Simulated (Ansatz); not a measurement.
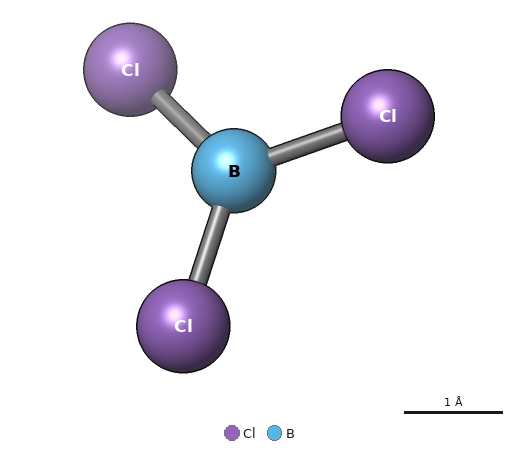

Atoms fade into the background with distance from the viewer. The computed structure is the end point of a PBE0-D4/def2-TZVP optimisation. Masses are those of the most abundant isotopes; constants are for the rigid equilibrium geometry.

What kind of rotor is it, and what are its rotational constants in GHz?

An oblate symmetric top (D3h): A = B = 3.19, C = 1.60 GHz.
